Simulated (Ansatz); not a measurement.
**C3H12AlN (SMILES C[N+](C)(C)[AlH3-]): HF/3-21G**

What is the electronic atomisation energy of C3H12AlN at HF/3-21G? 

Program for the calculation: Ansatz 0.2.0.

63 further runs of the same task are left out: 4 that didn't finish, 59 set aside as unsound or not needed.

### Step 1. Starting point

The species is C3H12AlN (17 atoms), meant as a singlet with charge 0. As SMILES, `C[N+](C)(C)[AlH3-]`. The shape is that of a PBE0-D4/def2-TZVP optimisation.

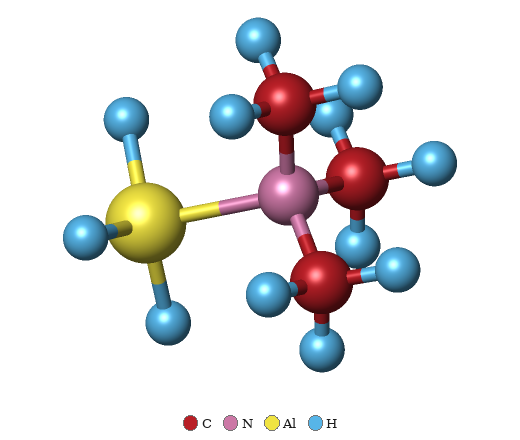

Viewed from a chosen angle; carbon red, nitrogen pink, aluminium yellow, hydrogen blue.

### Step 2. A single-point energy at HF/3-21G

The input, in.yaml:

```yaml
basis:
  gaussian: {orbitals: 3-21G.json}
crystal:
  periodic: [false, false, false]
  atoms:
    - {symbol: C, position_ang: [-0.410030, 0.333490, -1.422360]}
    - {symbol: "N", position_ang: [0.091540, -0.040900, -0.095470]}
    - {symbol: C, position_ang: [1.374430, 0.621560, 0.164800]}
    - {symbol: C, position_ang: [0.248370, -1.496930, -0.007280]}
    - {symbol: Al, position_ang: [-1.266110, 0.565730, 1.320390]}
    - {symbol: H, position_ang: [-0.544290, 1.414480, -1.463590]}
    - {symbol: H, position_ang: [0.293440, 0.022320, -2.203250]}
    - {symbol: H, position_ang: [-1.374660, -0.145770, -1.589950]}
    - {symbol: H, position_ang: [1.721230, 0.353090, 1.162760]}
    - {symbol: H, position_ang: [1.236220, 1.701960, 0.121050]}
    - {symbol: H, position_ang: [2.123090, 0.318450, -0.576240]}
    - {symbol: H, position_ang: [0.596680, -1.760740, 0.991400]}
    - {symbol: H, position_ang: [0.969260, -1.853650, -0.751970]}
    - {symbol: H, position_ang: [-0.717070, -1.973220, -0.178530]}
    - {symbol: H, position_ang: [-1.270920, 2.146180, 1.036030]}
    - {symbol: H, position_ang: [-2.552060, -0.268800, 0.842230]}
    - {symbol: H, position_ang: [-0.519120, 0.062750, 2.649950]}
magnetization: {spin_polarized: false}
hamiltonian: {xc: hf}
accuracy: high
output: {orbitals: {seedname: orbitals}}
```

The basis set 3-21G is read from a file made from the Basis Set Exchange's data (not shown).

Launch:

```sh
$ ansatz run in.yaml --threads 1 --pin off --max-ram 3480MiB --events-out events.jsonl --progress --plain --runs-dir runs
```

Standard output:

```text
Warning: RAYON_NUM_THREADS=1 ignored (pool sized by the plan → 1); use --threads N
Functional definition: HF
  name "HF"
  exchange = exact_x
  correlation = 0
1899 factors; integrals over basis functions are off by at most 4.3e-9 eV
mean field evaluation 1: about -11281.2991 eV, gradient 2.1e1 eV
mean field evaluation 2: about -11281.9373 eV, gradient 2.1e1 eV
mean field evaluation 4: about -11283.4451 eV, gradient 1.2e0 eV
mean field evaluation 8: about -11283.4470 eV, gradient 2.4e-5 eV
mean field -11283.44704104 eV, -414.6590305630 hartree, gradient 1.9e-8 eV, S^2 0.000000; 0 other end points of the search recorded, 0 dependent functions left out
reference -11283.44704104 eV, -414.6590305630 hartree; 25, 25 occupied and 48, 48 virtual orbitals, 1899 factors
Total energy: -11283.44704104 eV, -414.6590305630 hartree
```

Wall time 1.7 s (1 thread of Intel Xeon Platinum 8488C (Sapphire Rapids), shared host); peak memory 0.22 GiB.

### Step 3. The Al atom at the same level

The input, in.yaml:

```yaml
crystal:
  periodic: [false, false, false]
  atoms:
    - symbol: Al
      position_ang: [0.000000, 0.000000, 0.000000]
basis:
  gaussian:
    orbitals: 3-21G.json
total_charge: 0
magnetization:
  spin_polarized: true
  initial_magnetization: 1
hamiltonian:
  xc: hf
accuracy: high
```

The basis set 3-21G is read from a file made from the Basis Set Exchange's data (not shown).

Run the same way, it converges to -240.55105 Eh (log not shown).

### Step 4. The C atom, same level

The input, run.yaml:

```yaml
basis:
  gaussian:
    orbitals: 3-21G.json
crystal:
  periodic: [false, false, false]
  atoms:
    - {symbol: C, position_ang: [0.000000, 0.000000, 0.000000]}
magnetization:
  spin_polarized: true
  initial_magnetization: 2
hamiltonian:
  xc: hf
accuracy: high
```

The basis set 3-21G is read from a file made from the Basis Set Exchange's data (not shown).

Run the same way, it converges to -37.48107 Eh (log not shown).

### Step 5. The H atom

The input, run.yaml:

```yaml
crystal:
  periodic: [false, false, false]
  atoms:
    - symbol: H
      position_ang: [0.000000, 0.000000, 0.000000]
basis:
  gaussian:
    orbitals: 3-21G.json
magnetization:
  spin_polarized: true
  initial_magnetization: 1
hamiltonian:
  xc: hf
accuracy: high
```

The basis set 3-21G is read from a file made from the Basis Set Exchange's data (not shown).

Run the same way, it converges to -0.49620 Eh (log not shown).

### Step 6. The N atom, same level

The input, job.yaml:

```yaml
crystal:
  periodic: [false, false, false]
  atoms:
    - {symbol: "N", position_ang: [0.000000, 0.000000, 0.000000]}
basis:
  gaussian:
    orbitals: 3-21G.json
magnetization:
  spin_polarized: true
  initial_magnetization: 3
hamiltonian:
  xc: hf
accuracy: high
```

The basis set 3-21G is read from a file made from the Basis Set Exchange's data (not shown).

Launch:

```sh
$ ansatz run job.yaml --threads 1 --pin off --max-ram 3480MiB --events-out events.jsonl --progress --plain --runs-dir runs
```

Standard output:

```text
Warning: RAYON_NUM_THREADS=1 ignored (pool sized by the plan → 1); use --threads N
Functional definition: HF
  name "HF"
  exchange = exact_x
  correlation = 0
42 factors; integrals over basis functions are off by at most 1.2e-8 eV
mean field evaluation 1: about -1472.2003 eV, gradient 4.6e0 eV
mean field evaluation 2: about -1472.2017 eV, gradient 4.6e0 eV
mean field evaluation 4: about -1472.2826 eV, gradient 9.3e-2 eV
mean field evaluation 8: about -1472.2827 eV, gradient 6.7e-6 eV
mean field -1472.28267610 eV, -54.1053903978 hartree, gradient 2.8e-8 eV, S^2 3.751604; 0 other end points of the search recorded, 0 dependent functions left out
reference -1472.28267610 eV, -54.1053903978 hartree; 5, 2 occupied and 4, 7 virtual orbitals, 42 factors
Total energy: -1472.28267610 eV, -54.1053903978 hartree
```

Wall time 0.04 s (1 thread of Intel Xeon Platinum 8488C (Sapphire Rapids), shared host).

### Step 7. Summary of results

Level: HF/3-21G.

| quantity | value |
| --- | --- |
| molecule: total energy | -414.65903 Eh |
| molecule: HOMO energy | -10.24 eV |
| molecule: LUMO energy | 4.02 eV |
| molecule: HOMO–LUMO gap | 14.26 eV |
| Al atom: total energy | -240.55105 Eh |
| Al atom: ⟨S²⟩ | 0.750 |
| C atom: total energy | -37.48107 Eh |
| C atom: ⟨S²⟩ | 2.001 |
| H atom: total energy | -0.49620 Eh |
| H atom: ⟨S²⟩ | 0.750 |
| N atom: total energy | -54.10539 Eh |
| N atom: ⟨S²⟩ | 3.752 |
| electronic atomisation energy | 43.674 eV |

Taking the molecule apart into free atoms costs 43.67 eV (1007 kcal/mol), before zero-point energy and without spin-orbit coupling. Hartree–Fock lacks the correlation of the bonding pairs, which as a rule makes this value much too low; in minimal bases other errors can mask that. The basis has no polarisation functions, which makes bonds too weak.
